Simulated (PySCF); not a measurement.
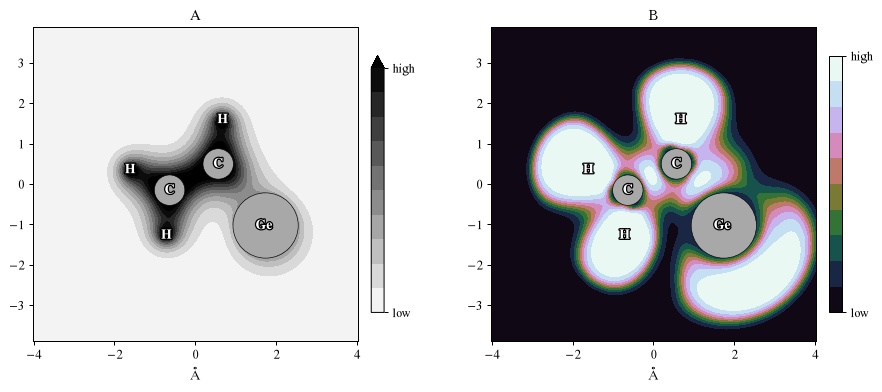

C$_{2}$H$_{3}$Ge (SMILES [CH2+][CH]=[Ge]) (charge +1): 2 fields on the molecular plane, with unlabelled colour scales. Grey discs cover the atomic cores.

Geometry: BLYP-D3(BJ)/def2-SVP.

Theory: Gaussian-basis quantum chemistry of an isolated molecule with PySCF, energy and nuclear gradient, functional PBE0 (PySCF).

**Match the panels to the quantities (electron density and electron localisation function).**

Panel A: electron density. Panel B: electron localisation function. From the grid: C–C (1.37 Å): the density is about 2.2 e/Å³ at the midpoint; the ELF peaks at about 0.95 between the atoms, as expected for localised, covalent bonding. C–Ge (1.92 Å): ρ at the midpoint is about 0.92 e/Å³; the ELF peaks at about 0.90 in the valence shell of C, 0.7 Å from its nucleus, and is about 0.65 at the midpoint.
